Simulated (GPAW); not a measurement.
## Run report: CH₃FOSi, calculation of the molecule and its ions (part 2 of 2)

CH₃FOSi; PBE/real-space grid, scalar-relativistic datasets (GPAW 26.7.0). The geometry comes from this level: GFN2-xTB.

Geometry of the input (Å):
```
F  -2.1174  -0.0388  0.3199
Si -0.7284  0.1350  -0.4581
C  0.8362  0.0372  0.4981
O  0.3181  -1.1038  -0.3081
H  -0.9409  0.7802  -1.7152
H  1.7803  0.3911  0.1112
H  0.8520  -0.2009  1.5523
```

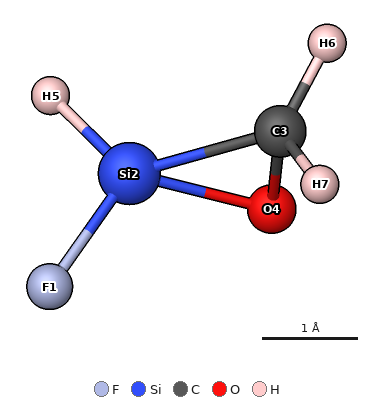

Fig. 1: The structure as given in the input (ball-and-stick view, seen at a tilt; atoms are numbered from 1 in the order of the input).

Log, continued:
```
Gap: 5.366 eV
Transition (v -> c):
  (s=0, k=0, n=11, [0.00, 0.00, 0.00]) -> (s=0, k=0, n=12, [0.00, 0.00, 0.00])
No difference between direct/indirect transitions
vacuum-level: 0.000  # V
neutral       -36.96795 eV
  __  _  _
 | _ |_)|_||  |
 |__||  | ||/\| - 26.7.0

units:  Angstrom and eV
cores:  1
OpenMP: False

Versions:
  Python: 3.12.14
  ASE:    3.29.0
  Numpy:  2.5.5
  Scipy:  1.18.1
  Libxc:  7.0.0

        _gpaw.cpython-312-x86_64-linux-gnu.so

Input parameters:
  mode=FD(),
  charge=1,
  h=0.25,
  maxiter=100,
  occupations=Occupations(name='fermi-dirac', width=0.0, fixmagmom=True),
  symmetry=Symmetry(point_group=False, time_reversal=False),
  xc=XC(name='PBE')

Diagonalizing LCAO Hamiltonian
Converting LCAO to fd mode
        .-------------------------------.
       /|                               |
      / |                               |
     /  |                               |
    /   |                               |
   /    |                               |
  /     |                               |
 *      |                               |
 |      |                               |
 |      |              H                |
 |      |       F      C  H             |
 |      |          Si                   |
 |      |          H O                  |
 |      |                               |
 |      |                               |
 |      .-------------------------------.
 |     /                               /
 |    /                               /
 |   /                               /
 |  /                               /
 | /                               /
 |/                               /
 *-------------------------------*

Atoms  # Å, Bohr magnetons
|   | symbol |        x |        y |        z |    initial magnetic moments |
|---|--------|----------|----------|----------|-----------------------------|
| 0 |      F | 4.500000 | 5.564960 | 6.535070 | ( 0.0000,  0.0000,  0.1429) |
| 1 |     Si | 5.889010 | 5.738770 | 5.757150 | ( 0.0000,  0.0000,  0.1429) |
| 2 |      C | 7.453580 | 5.640970 | 6.713340 | ( 0.0000,  0.0000,  0.1429) |
| 3 |      O | 6.935510 | 4.500000 | 5.907090 | ( 0.0000,  0.0000,  0.1429) |
| 4 |      H | 5.676490 | 6.383960 | 4.500000 | ( 0.0000,  0.0000,  0.1429) |
| 5 |      H | 8.397660 | 5.994910 | 6.326410 | ( 0.0000,  0.0000,  0.1429) |
| 6 |      H | 7.469340 | 5.402830 | 7.767490 | ( 0.0000,  0.0000,  0.1429) |

Unit cell  # Å
| periodic |         x |         y |         z |   lengths |    angles |
|----------|-----------|-----------|-----------|-----------|-----------|
|       no | 12.897660 |  0.000000 |  0.000000 | 12.897660 | 90.000000 |
|       no |  0.000000 | 10.883960 |  0.000000 | 10.883960 | 90.000000 |
|       no |  0.000000 |  0.000000 | 12.267490 | 12.267490 | 90.000000 |

Number of symmetries: 1
Symmetry operations  # r_c * U_cc + t_c -> r_c
|   | kind |            matrix            |
|---|------|------------------------------|
| 0 |  E   |  1, 0, 0,  0, 1, 0,  0, 0, 1 |

BZ-sampling:
  Number of BZ points: 1
  Number of IBZ points: 1

  Monkhorst-Pack size: [1, 1, 1]
  Monkhorst-Pack shift: [0, 0, 0]

K-points  # in reciprocal-cell coordinates
|   |                                coordinates |     weight |
|---|--------------------------------------------|------------|
| 0 | (  0.00000000,   0.00000000,   0.00000000) | 1.00000000 |

Uniform wave function grid shape: (np.int64(51), np.int64(43), np.int64(47))
Spin-components: 2 (collinear spins)
Bands:           19
Projectors:      29
Spin-degeneracy: 1
Datatype:        float64

  Storage: CPU
  Wave functions: 31_333_584 bytes (31_333_584 per core)

Parallelization:
  kpt:    1
  domain: 1
  band:   1

Density:
  Valence electrons: 24.0
  Components: 2
  Grid points: [52 44 48]
  Charge: 1.0  # |e|

Potential:
  Grid points: [52 44 48]

species:
  F:
    name:    Fluorine
    Z:       9.0
    valence: 7
    core:    2
    charge:  0.0  # [|e|]
    file:    F.PBE.gz
    compensation charges:
      type: gauss
      rc: 0.20  # [Å]
      lmax: 2
    cutoffs:
      filter: 1.14  # [Å]
      core: 0.74  # [Å]
    projectors
    | kind |    occ | energy [eV] | rcut [Å] |
    |------|--------|-------------|----------|
    |   2s |  2.000 |     -29.898 |    0.635 |
    |   2p |  5.000 |     -11.110 |    0.635 |
    |    s |        |      -2.687 |    0.635 |
    |    p |        |      16.102 |    0.635 |
    |    d |        |       0.000 |    0.635 |

    Using partial waves for F as LCAO basis

  Si:
    name:    Silicon
    Z:       14.0
    valence: 4
    core:    10
    charge:  0.0  # [|e|]
    file:    Si.PBE.gz
    compensation charges:
      type: gauss
      rc: 0.33  # [Å]
      lmax: 2
    cutoffs:
      filter: 1.86  # [Å]
      core: 2.06  # [Å]
    projectors
    | kind |    occ | energy [eV] | rcut [Å] |
    |------|--------|-------------|----------|
    |   3s |  2.000 |     -10.812 |    1.058 |
    |   3p |  2.000 |      -4.081 |    1.058 |
    |    s |        |      16.399 |    1.058 |
    |    p |        |      23.130 |    1.058 |
    |    d |        |       0.000 |    1.058 |

    Using partial waves for Si as LCAO basis

  C:
    name:    Carbon
    Z:       6.0
    valence: 4
    core:    2
    charge:  0.0  # [|e|]
    file:    C.PBE.gz
    compensation charges:
      type: gauss
      rc: 0.20  # [Å]
      lmax: 2
    cutoffs:
      filter: 1.14  # [Å]
      core: 1.14  # [Å]
    projectors
    | kind |    occ | energy [eV] | rcut [Å] |
    |------|--------|-------------|----------|
    |   2s |  2.000 |     -13.751 |    0.635 |
    |   2p |  2.000 |      -5.284 |    0.635 |
    |    s |        |      13.461 |    0.635 |
    |    p |        |      21.927 |    0.635 |
    |    d |        |       0.000 |    0.635 |

    Using partial waves for C as LCAO basis

  O:
    name:    Oxygen
    Z:       8.0
    valence: 6
    core:    2
    charge:  0.0  # [|e|]
    file:    O.PBE.gz
    compensation charges:
      type: gauss
      rc: 0.21  # [Å]
      lmax: 2
    cutoffs:
      filter: 1.17  # [Å]
      core: 0.83  # [Å]
    projectors
    | kind |    occ | energy [eV] | rcut [Å] |
    |------|--------|-------------|----------|
    |   2s |  2.000 |     -23.961 |    0.688 |
    |   2p |  4.000 |      -9.029 |    0.598 |
    |    s |        |       3.251 |    0.688 |
    |    p |        |      18.182 |    0.598 |
    |    d |        |       0.000 |    0.619 |

    Using partial waves for O as LCAO basis

  H:
    name:    Hydrogen
    Z:       1.0
    valence: 1
    core:    0
    charge:  0.0  # [|e|]
    file:    H.PBE.gz
    compensation charges:
      type: gauss
      rc: 0.15  # [Å]
      lmax: 2
    cutoffs:
      filter: 0.85  # [Å]
      core: 0.53  # [Å]
    projectors
    | kind |    occ | energy [eV] | rcut [Å] |
    |------|--------|-------------|----------|
    |   1s |  1.000 |      -6.494 |    0.476 |
    |    s |        |      20.717 |    0.476 |
    |    p |        |       0.000 |    0.476 |

    Using partial waves for H as LCAO basis

Reference energy: -13706.375939  # eV

eigensolver:
  PPCG
  Converge bands: occupied
  niter=2

density mixing:
  MSR1-Mixer
  Pratt-step length: 0.05
  Maximum mixing coefficient: 0.75
  Old densities: 10
  SVD Regularization: 0.005
  Good broyden scale: 1.0
  Trust region scale: 1.0
  Backstep threshold: 4.0
  History deletion threshold: 6.0
  Fourier metric: weight=20.0, sigma=0.015

occupation numbers:
  Fixed magnetic moment: 1.000
  # Zero width

FastPoissonSolver using
    Stencil: 6*3+1=19 point O(h^6) finite-difference Laplacian
    FFT axes: []
    FST axes: [np.int64(1), np.int64(2), np.int64(0)]

xc functional:
  name: PBE with 2 nearest neighbor stencil
interpolation: tri-quintic # 5. degree polynomial

Initialization done in: 1.704 s

convergence criteria:
- Maximum [total energy] change in last 3 cyles: 0.0005 eV / valence electron
- Maximum integral of absolute [dens]ity change: 0.0001 electrons / valence electron
- Maximum integral of absolute [eigenst]ate change: 4e-08 eV^2 / valence electron
maximum number of iterations: 100

SCF iterations
|iter     |     time |      energy | eigst |  dens |  magmom |
|---------|----------|-------------|-------|-------|---------|
|iter:   1| 00:00:15 |  -32.084981 | +1.06 |       |  +0.9973|
|iter:   2| 00:00:16 |  -31.162076 | +0.01 | -0.57 |  +0.9974|
|iter:   3| 00:00:18 |  -27.397006 | +0.15 | -0.61 |  +0.9987|
|iter:   4| 00:00:19 |  -26.939937 | -0.39 | -1.01 |  +0.9994|
|iter:   5| 00:00:21 |  -26.896158 | -1.08 | -1.33 |  +0.9996|
|iter:   6| 00:00:23 |  -26.891452 | -1.74 | -1.56 |  +0.9999|
|iter:   7| 00:00:24 |  -26.892645c| -2.52 | -2.08 |  +1.0000|
|iter:   8| 00:00:26 |  -26.893116c| -3.31 | -2.38 |  +1.0000|
|iter:   9| 00:00:28 |  -26.893204c| -3.93 | -2.85 |  +1.0000|
|iter:  10| 00:00:29 |  -26.893223c| -4.66 | -3.32 |  +1.0000|
|iter:  11| 00:00:31 |  -26.893227c| -5.29 | -3.80 |  +1.0000|
|iter:  12| 00:00:32 |  -26.893228c| -5.97 | -4.23c|  +1.0000|
|iter:  13| 00:00:34 |  -26.893228c| -6.63 | -4.72c|  +1.0000|
|iter:  14| 00:00:36 |  -26.893228c| -7.38 | -5.25c|  +1.0000|
|iter:  15| 00:00:37 |  -26.893228c| -7.72c| -5.65c|  +1.0000|

Converged in 15 steps
SCF loop duration: 22.610 s (1.507 s/step)
Energy contributions relative to reference atoms: (reference = -13706.375939)

Energy contributions:
  Kinetic:          39.064101
  Coulomb:         -40.427936
  Zero:              2.131236
  External:          0.000000
  Xc:              -27.660628
  Entropy:           0.000000
  Spinorbit:         0.000000
  ----------------------------
  Free energy:     -26.893228
  Extrapolated:    -26.893228

dipole moment: (6.747491, 5.899708, 6.068498)  # |e|*Ang

Total magnetic moment: (0.000000, 0.000000, 1.000000)

Local magnetic moments
|        x |        y |        z |
|----------|----------|----------|
| 0.000000 | 0.000000 | 0.038410 |  # F    0
| 0.000000 | 0.000000 | 0.094817 |  # Si   1
| 0.000000 | 0.000000 | 0.164120 |  # C    2
| 0.000000 | 0.000000 | 0.199845 |  # O    3
| 0.000000 | 0.000000 | 0.007905 |  # H    4
| 0.000000 | 0.000000 | 0.007933 |  # H    5
| 0.000000 | 0.000000 | 0.000923 |  # H    6

Fermi levels: -10.717, -14.121
Eigenvalues  # (at kpt = [0.000, 0.000, 0.000])
| band index |      eig [eV] | occ [0-1] |      eig [eV] | occ [0-1] |
|------------|---------------|-----------|---------------|-----------|
|          0 |       -36.304 |     1.000 |       -36.220 |     1.000 |
|        ... |               |           |               |           |
|          4 |       -19.137 |     1.000 |       -18.969 |     1.000 |
|          5 |       -18.984 |     1.000 |       -18.558 |     1.000 |
|          6 |       -18.038 |     1.000 |       -17.819 |     1.000 |
|          7 |       -17.316 |     1.000 |       -17.221 |     1.000 |
|          8 |       -16.962 |     1.000 |       -16.738 |     1.000 |
|          9 |       -15.998 |     1.000 |       -15.849 |     1.000 |
|         10 |       -15.009 |     1.000 |       -14.582 |     1.000 |
|         11 |       -14.778 |     1.000 |       -13.659 |     0.000 |
|         12 |        -7.774 |     0.000 |        -7.278 |     0.000 |
|         13 |        -7.089 |     0.000 |        -6.799 |     0.000 |
|         14 |        -6.421 |     0.000 |        -6.212 |     0.000 |
|         15 |        -5.212 |     0.000 |        -4.957 |     0.000 |
|         16 |        -4.778 |     0.000 |        -4.643 |     0.000 |
|         17 |        -3.816 |     0.000 |        -3.715 |     0.000 |
|         18 |        -3.184 |     0.000 |        -3.231 |     0.000 |

Gap: 5.885 eV
Transition (v -> c):
  (s=1, k=0, n=11, [0.00, 0.00, 0.00]) -> (s=0, k=0, n=12, [0.00, 0.00, 0.00])
No difference between direct/indirect transitions
vacuum-level: 0.000  # V
oxidised      -26.89323 eV
Vertical IP: 10.075 eV
```

Summary:

| quantity | value |
| --- | --- |
| outcome | converged |
| ionisation energy | 10.07 eV |
| hardware | 1 thread of Intel Xeon @ 2.90GHz (Ice Lake), 16 GiB of memory available, shared host |
| wall time | 37 s |
| peak memory | 0.62 GiB |

Remarks:

On so coarse a grid the energy depends on the position of the molecule, which gives spurious forces.
